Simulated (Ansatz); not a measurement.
**Nudged elastic band, with input and output: SnH$_{4}$ClO$_{2}$ (part 1 of 2)**

SnH$_{4}$ClO$_{2}$, multiplicity 2, computed with UKS B3LYP-D4/def2-SVP (Ansatz 0.2.0).

The run did not end well. It belongs to a series of runs on one base structure; here: band between the two ends.

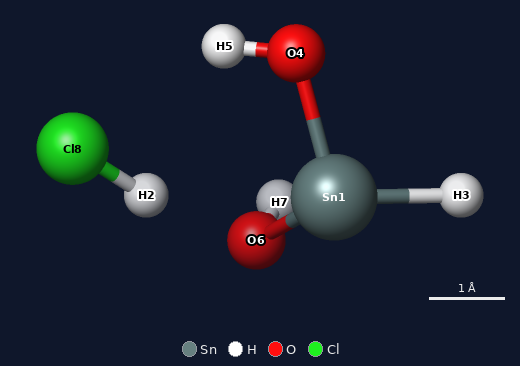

The structure as given in the input (ball-and-stick view, seen at a tilt; atoms are numbered from 1 in the order of the input). Sticks mark near contacts.

The input
```yaml
crystal:
  periodic: [false, false, false]
  atoms:
    - { symbol: Sn, position_ang: [0.631094, 0.227026, -0.447861] }
    - { symbol: H, position_ang: [-0.658509, -0.560486, 1.947223] }
    - { symbol: H, position_ang: [0.790253, -0.372757, -2.097489] }
    - { symbol: O, position_ang: [-1.014365, 1.357902, -0.481962] }
    - { symbol: H, position_ang: [-1.393148, 1.41701, 0.417436] }
    - { symbol: O, position_ang: [-0.000849, -1.38542, 0.68797] }
    - { symbol: H, position_ang: [-0.749269, -1.838025, 0.250083] }
    - { symbol: Cl, position_ang: [-1.069608, 0.45835, 2.734399] }
magnetization:
  spin_polarized: true
  initial_magnetization: 1
basis:
  gaussian: { orbitals: def2-SVP }
hamiltonian:
  xc: b3lyp
  dispersion: d4
neb:
  order_check: false
  images: 5
  f_tol: 0.03
  max_iterations: 60
  final_atoms:
    - { symbol: Sn, position_ang: [0.63272078, 0.20058311, -0.58198938] }
    - { symbol: H, position_ang: [-0.83905346, -0.54402942, 1.86978697] }
    - { symbol: H, position_ang: [0.38658573, -0.50180542, -2.18645711] }
    - { symbol: O, position_ang: [-0.81502433, 1.55984689, -0.36395481] }
    - { symbol: H, position_ang: [-1.15830395, 1.54998255, 0.55197726] }
    - { symbol: O, position_ang: [0.03558807, -1.25987199, 0.74012332] }
    - { symbol: H, position_ang: [-0.26442556, -2.09134351, 0.34297658] }
    - { symbol: Cl, position_ang: [-1.44248827, 0.39023779, 2.63733616] }
  initial_path:
    images:
      - { positions_ang: [[0.631094, 0.227026, -0.447861], [-0.658509, -0.560486, 1.947223], [0.790253, -0.372757, -2.097489], [-1.014365, 1.357902, -0.481962], [-1.393148, 1.41701, 0.417436], [-0.000849, -1.38542, 0.68797], [-0.749269, -1.838025, 0.250083], [-1.069608, 0.45835, 2.734399]] }
      - { positions_ang: [[0.41127546, 0.15650991, -0.30748313], [-0.41804372, -0.32420169, 1.95039292], [1.05223273, -0.20421874, -1.62823236], [-1.05399111, 1.3961477, -0.56410054], [-1.61973429, 1.32382215, -0.01698418], [-0.27351454, -1.49177478, 0.28198723], [-0.89604093, -1.94488022, 0.2642049], [-0.66658461, 0.39219567, 3.03001418]] }
      - { positions_ang: [[0.19145692, 0.08599381, -0.16710527], [-0.17757844, -0.08791738, 1.95356284], [1.31421246, -0.03568048, -1.15897573], [-1.09361721, 1.4343934, -0.64623909], [-1.84632058, 1.23063429, -0.45140436], [-0.54618008, -1.59812955, -0.12399555], [-1.04281286, -2.05173544, 0.27832679], [-0.26356121, 0.32604135, 3.32562936]] }
      - { positions_ang: [[-0.02836162, 0.01547772, -0.0267274], [0.06288684, 0.14836693, 1.95673275], [1.57619219, 0.13285778, -0.68971909], [-1.13324332, 1.4726391, -0.72837763], [-2.07290687, 1.13744644, -0.88582454], [-0.81884562, -1.70448433, -0.52997832], [-1.18958478, -2.15859066, 0.29244869], [0.13946218, 0.25988702, 3.62124454]] }
      - { positions_ang: [[0.19199918, 0.07717952, -0.21181473], [-0.23775993, -0.08243185, 1.92775082], [1.1796567, -0.07869662, -1.18863176], [-1.02717032, 1.50170836, -0.60690336], [-1.76803923, 1.27495848, -0.40655727], [-0.53403439, -1.55628021, -0.10661111], [-0.88119838, -2.13617494, 0.30929132], [-0.38785464, 0.30333728, 3.29327508]] }
      - { positions_ang: [[0.41235998, 0.13888131, -0.39690205], [-0.5384067, -0.31323064, 1.8987689], [0.78312122, -0.29025102, -1.68754444], [-0.92109733, 1.53077762, -0.48542908], [-1.46317159, 1.41247051, 0.07271], [-0.24922316, -1.4080761, 0.3167561], [-0.57281197, -2.11375923, 0.32613395], [-0.91517145, 0.34678754, 2.96530562]] }
      - { positions_ang: [[0.63272078, 0.20058311, -0.58198938], [-0.83905346, -0.54402942, 1.86978697], [0.38658573, -0.50180542, -2.18645711], [-0.81502433, 1.55984689, -0.36395481], [-1.15830395, 1.54998255, 0.55197726], [0.03558807, -1.25987199, 0.74012332], [-0.26442556, -2.09134351, 0.34297658], [-1.44248827, 0.39023779, 2.63733616]] }
```

Launched with:
```bash
ansatz run input.yaml --threads 4 --pin off --max-ram 5120MiB --backend cpu --events-out ev --progress --plain --runs-dir out
```

Output
```
Engine: ansatz 0.2.0, x86_64-unknown-linux-gnu
Functional definition: B3LYP
  parameter a0 = 0.2
  parameter ax = 0.72
  parameter ac = 0.81
  exchange = (1 - a0 - ax)*slater_x + ax*b88_x + a0*exact_x
  correlation = (1 - ac)*vwn_rpa_c + ac*lyp_c
1043 factors; integrals over basis functions are off by at most 3.1e-4 eV
mean field evaluation 1: about -22498.1904 eV, gradient 5.2e1 eV
mean field evaluation 2: about -22437.7510 eV, gradient 1.2e2 eV
mean field evaluation 4: about -22507.5794 eV, gradient 1.6e1 eV
mean field evaluation 8: about -22508.4813 eV, gradient 2.3e-1 eV
mean field evaluation 16: about -22508.4818 eV, gradient 8.6e-5 eV
mean field -22508.48181347 eV, -827.1714498482 hartree, gradient 8.7e-5 eV, S^2 0.754833; 0 other end points of the search recorded, 0 dependent functions left out
the calculation of the forces begins
reference -22508.48205786 eV, -827.1714588293 hartree; 30, 29 occupied and 62, 63 virtual orbitals, 1043 factors
1043 factors; integrals over basis functions are off by at most 2.9e-4 eV
mean field evaluation 32: about -22508.5201 eV, gradient 1.3e-3 eV
mean field -22508.52008384 eV, -827.1728562582 hartree, gradient 4.4e-5 eV, S^2 0.755506; 0 other end points of the search recorded, 0 dependent functions left out
[... from here on the field's lines of each further geometry are left out, up to the last ...]
WARN: NEB end point (image 0): max|allowed force component| = 3.781e-1 eV/Å (the criterion of neb.relax_end_points is 1.000e-2). That is over neb.f_tol: it is no minimum, so the barrier can be far off. Relax it first
NEB iter   1: max|band force component| = 1.783e1 eV/Å  barrier→ = 5.0811 eV  barrier← = 5.1141 eV  Δτ_max = 0.2000 Å  (205 SCF iters)
NEB iter   2: max|band force component| = 2.272e0 eV/Å  barrier→ = 1.2318 eV  barrier← = 1.2649 eV  Δτ_max = 0.2000 Å  (189 SCF iters)
NEB iter   3: max|band force component| = 1.350e0 eV/Å  barrier→ = 0.8491 eV  barrier← = 0.8821 eV  Δτ_max = 0.2000 Å  (178 SCF iters)
NEB iter   4: max|band force component| = 2.874e0 eV/Å  barrier→ = 0.7935 eV  barrier← = 0.8265 eV  Δτ_max = 0.1006 Å  (176 SCF iters)
NEB iter   5: max|band force component| = 7.523e-1 eV/Å  barrier→ = 0.6721 eV  barrier← = 0.7052 eV  Δτ_max = 0.2000 Å  (169 SCF iters)
NEB iter   6: max|band force component| = 5.172e-1 eV/Å  barrier→ = 0.6756 eV  barrier← = 0.7087 eV  Δτ_max = 0.2000 Å  (172 SCF iters)
NEB iter   7: max|band force component| = 8.149e-1 eV/Å  barrier→ = 0.6607 eV  barrier← = 0.6937 eV  Δτ_max = 0.1005 Å  (174 SCF iters)
NEB iter   8: max|band force component| = 6.003e-1 eV/Å  barrier→ = 0.6325 eV  barrier← = 0.6656 eV  Δτ_max = 0.1009 Å  (168 SCF iters)
NEB iter   9: max|band force component| = 6.272e-1 eV/Å  barrier→ = 0.6059 eV  barrier← = 0.6390 eV  Δτ_max = 0.1022 Å  (166 SCF iters)
NEB iter  10: max|band force component| = 6.517e-1 eV/Å  barrier→ = 0.5523 eV  barrier← = 0.5853 eV  Δτ_max = 0.1956 Å  (167 SCF iters)
NEB iter  11: max|band force component| = 1.306e0 eV/Å  barrier→ = 0.4025 eV  barrier← = 0.4355 eV  Δτ_max = 0.0996 Å  (181 SCF iters)
NEB iter  12: max|band force component| = 1.118e0 eV/Å  barrier→ = 0.3661 eV  barrier← = 0.3992 eV  Δτ_max = 0.1007 Å  (170 SCF iters)
NEB iter  13: max|band force component| = 1.673e0 eV/Å  barrier→ = 0.3162 eV  barrier← = 0.3493 eV  Δτ_max = 0.1002 Å  (166 SCF iters)
NEB iter  14: max|band force component| = 1.305e0 eV/Å  barrier→ = 0.2942 eV  barrier← = 0.3273 eV  Δτ_max = 0.1994 Å  (173 SCF iters)
NEB iter  15: max|band force component| = 4.123e0 eV/Å  barrier→ = 0.3500 eV  barrier← = 0.3830 eV  Δτ_max = 0.1002 Å  (177 SCF iters)
NEB iter  16: max|band force component| = 9.095e-1 eV/Å  barrier→ = 0.3263 eV  barrier← = 0.3594 eV  Δτ_max = 0.2000 Å  (168 SCF iters)
NEB iter  17: max|band force component| = 2.692e0 eV/Å  barrier→ = 0.2247 eV  barrier← = 0.2578 eV  Δτ_max = 0.0990 Å  (173 SCF iters)
NEB iter  18: max|band force component| = 7.281e-1 eV/Å  barrier→ = 0.0963 eV  barrier← = 0.1294 eV  Δτ_max = 0.1994 Å  (167 SCF iters)
NEB iter  19: max|band force component| = 2.388e0 eV/Å  barrier→ = 0.0015 eV  barrier← = 0.0345 eV  Δτ_max = 0.0974 Å  (173 SCF iters)
NEB iter  20: max|band force component| = 1.209e0 eV/Å  barrier→ = 0.0010 eV  barrier← = 0.0340 eV  Δτ_max = 0.1941 Å  (162 SCF iters)
NEB iter  21: max|band force component| = 3.175e0 eV/Å  barrier→ = 0.0000 eV  barrier← = 0.0331 eV  Δτ_max = 0.0987 Å  (166 SCF iters)
NEB iter  22: max|band force component| = 1.212e0 eV/Å  barrier→ = 0.0000 eV  barrier← = 0.0331 eV  Δτ_max = 0.1936 Å  (164 SCF iters)
NEB iter  23: max|band force component| = 1.366e0 eV/Å  barrier→ = 0.0000 eV  barrier← = 0.0331 eV  Δτ_max = 0.0965 Å  (164 SCF iters)
NEB iter  24: max|band force component| = 7.230e-1 eV/Å  barrier→ = 0.0000 eV  barrier← = 0.0331 eV  Δτ_max = 0.0971 Å  (165 SCF iters)
NEB iter  25: max|band force component| = 5.825e-1 eV/Å  barrier→ = 0.0033 eV  barrier← = 0.0364 eV  Δτ_max = 0.0961 Å  (159 SCF iters)
NEB iter  26: max|band force component| = 2.690e-1 eV/Å  barrier→ = -0.0055 eV  barrier← = 0.0275 eV  CI = image 5  Δτ_max = 0.1971 Å  (161 SCF iters)
NEB iter  27: max|band force component| = 1.436e0 eV/Å  barrier→ = -0.0015 eV  barrier← = 0.0315 eV  CI = image 5  Δτ_max = 0.0975 Å  (164 SCF iters)
NEB iter  28: max|band force component| = 7.793e-1 eV/Å  barrier→ = 0.0000 eV  barrier← = 0.0331 eV  CI = image 5  Δτ_max = 0.0970 Å  (163 SCF iters)
NEB iter  29: max|band force component| = 4.254e-1 eV/Å  barrier→ = -0.0004 eV  barrier← = 0.0326 eV  CI = image 5  Δτ_max = 0.1923 Å  (164 SCF iters)
NEB iter  30: max|band force component| = 1.920e-1 eV/Å  barrier→ = -0.0012 eV  barrier← = 0.0319 eV  CI = image 5  Δτ_max = 0.2000 Å  (160 SCF iters)
NEB iter  31: max|band force component| = 4.659e-1 eV/Å  barrier→ = -0.0017 eV  barrier← = 0.0313 eV  CI = image 5  Δτ_max = 0.1005 Å  (167 SCF iters)
NEB iter  32: max|band force component| = 2.325e-1 eV/Å  barrier→ = -0.0021 eV  barrier← = 0.0309 eV  CI = image 5  Δτ_max = 0.1013 Å  (160 SCF iters)
NEB iter  33: max|band force component| = 8.906e-2 eV/Å  barrier→ = -0.0025 eV  barrier← = 0.0306 eV  CI = image 5  Δτ_max = 0.1990 Å  (156 SCF iters)
NEB iter  34: max|band force component| = 2.285e-1 eV/Å  barrier→ = -0.0024 eV  barrier← = 0.0307 eV  CI = image 5  Δτ_max = 0.1008 Å  (164 SCF iters)
NEB iter  35: max|band force component| = 4.382e-1 eV/Å  barrier→ = -0.0024 eV  barrier← = 0.0306 eV  CI = image 5  Δτ_max = 0.0504 Å  (165 SCF iters)
NEB iter  36: max|band force component| = 2.026e-1 eV/Å  barrier→ = -0.0025 eV  barrier← = 0.0306 eV  CI = image 5  Δτ_max = 0.0994 Å  (150 SCF iters)
NEB iter  37: max|band force component| = 7.579e-2 eV/Å  barrier→ = -0.0025 eV  barrier← = 0.0306 eV  CI = image 5  Δτ_max = 0.1982 Å  (152 SCF iters)
NEB iter  38: max|band force component| = 2.187e-1 eV/Å  barrier→ = -0.0025 eV  barrier← = 0.0305 eV  CI = image 5  Δτ_max = 0.0993 Å  (157 SCF iters)
NEB iter  39: max|band force component| = 1.786e-1 eV/Å  barrier→ = -0.0025 eV  barrier← = 0.0305 eV  CI = image 5  Δτ_max = 0.0994 Å  (152 SCF iters)
NEB iter  40: max|band force component| = 1.873e-1 eV/Å  barrier→ = -0.0025 eV  barrier← = 0.0305 eV  CI = image 5  Δτ_max = 0.0996 Å  (151 SCF iters)
NEB iter  41: max|band force component| = 2.583e-1 eV/Å  barrier→ = -0.0025 eV  barrier← = 0.0305 eV  CI = image 5  Δτ_max = 0.1005 Å  (147 SCF iters)
NEB iter  42: max|band force component| = 3.065e-1 eV/Å  barrier→ = -0.0025 eV  barrier← = 0.0305 eV  CI = image 5  Δτ_max = 0.2000 Å  (143 SCF iters)
NEB iter  43: max|band force component| = 6.206e-1 eV/Å  barrier→ = -0.0025 eV  barrier← = 0.0305 eV  CI = image 5  Δτ_max = 0.1023 Å  (152 SCF iters)
NEB iter  44: max|band force component| = 6.700e-1 eV/Å  barrier→ = -0.0025 eV  barrier← = 0.0305 eV  CI = image 5  Δτ_max = 0.1007 Å  (143 SCF iters)
NEB iter  45: max|band force component| = 8.356e-1 eV/Å  barrier→ = -0.0025 eV  barrier← = 0.0305 eV  CI = image 5  Δτ_max = 0.2000 Å  (143 SCF iters)
NEB iter  46: max|band force component| = 3.653e-1 eV/Å  barrier→ = -0.0025 eV  barrier← = 0.0305 eV  CI = image 5  Δτ_max = 0.2000 Å  (153 SCF iters)
NEB iter  47: max|band force component| = 4.265e-1 eV/Å  barrier→ = -0.0025 eV  barrier← = 0.0305 eV  CI = image 5  Δτ_max = 0.1975 Å  (148 SCF iters)
NEB iter  48: max|band force component| = 5.799e-1 eV/Å  barrier→ = -0.0025 eV  barrier← = 0.0305 eV  CI = image 5  Δτ_max = 0.1001 Å  (155 SCF iters)
NEB iter  49: max|band force component| = 5.585e-1 eV/Å  barrier→ = -0.0025 eV  barrier← = 0.0305 eV  CI = image 5  Δτ_max = 0.0499 Å  (146 SCF iters)
NEB iter  50: max|band force component| = 5.379e-1 eV/Å  barrier→ = -0.0025 eV  barrier← = 0.0305 eV  CI = image 5  Δτ_max = 0.0250 Å  (144 SCF iters)
NEB iter  51: max|band force component| = 3.545e-1 eV/Å  barrier→ = -0.0025 eV  barrier← = 0.0305 eV  CI = image 5  Δτ_max = 0.0250 Å  (145 SCF iters)
NEB iter  52: max|band force component| = 2.136e-1 eV/Å  barrier→ = -0.0025 eV  barrier← = 0.0305 eV  CI = image 5  Δτ_max = 0.0507 Å  (146 SCF iters)
NEB iter  53: max|band force component| = 1.355e-1 eV/Å  barrier→ = -0.0025 eV  barrier← = 0.0305 eV  CI = image 5  Δτ_max = 0.0501 Å  (143 SCF iters)
NEB iter  54: max|band force component| = 2.847e-1 eV/Å  barrier→ = -0.0025 eV  barrier← = 0.0305 eV  CI = image 5  Δτ_max = 0.0250 Å  (143 SCF iters)
NEB iter  55: max|band force component| = 2.042e-1 eV/Å  barrier→ = -0.0025 eV  barrier← = 0.0305 eV  CI = image 5  Δτ_max = 0.0501 Å  (139 SCF iters)
NEB iter  56: max|band force component| = 3.324e-1 eV/Å  barrier→ = -0.0025 eV  barrier← = 0.0305 eV  CI = image 5  Δτ_max = 0.0991 Å  (141 SCF iters)
NEB iter  57: max|band force component| = 2.635e-1 eV/Å  barrier→ = -0.0025 eV  barrier← = 0.0305 eV  CI = image 5  Δτ_max = 0.0999 Å  (140 SCF iters)
NEB iter  58: max|band force component| = 2.307e-1 eV/Å  barrier→ = -0.0025 eV  barrier← = 0.0305 eV  CI = image 5  Δτ_max = 0.1009 Å  (135 SCF iters)
NEB iter  59: max|band force component| = 2.930e-1 eV/Å  barrier→ = -0.0025 eV  barrier← = 0.0305 eV  CI = image 5  Δτ_max = 0.0510 Å  (139 SCF iters)
the calculation of the forces begins
reference -22509.18319307 eV, -827.1972250730 hartree; 30, 29 occupied and 62, 63 virtual orbitals, 1044 factors
these checks for a lower state are left out or cut short: starts, cluster_reference, orbital_swaps, neighbouring_geometries, increment
1043 factors; integrals over basis functions are off by at most 5.5e-4 eV
mean field -22508.47802769 eV, -827.1713107232 hartree, gradient 1.5e-5 eV, S^2 0.754875; 0 other end points of the search recorded, 0 dependent functions left out
the calculation of the forces begins
reference -22508.47826833 eV, -827.1713195665 hartree; 30, 29 occupied and 62, 63 virtual orbitals, 1043 factors
NEB iter  60: max|band force component| = 1.914e-1 eV/Å  barrier→ = -0.0025 eV  barrier← = 0.0305 eV  CI = image 5  Δτ_max = 0.0501 Å  (141 SCF iters)
```
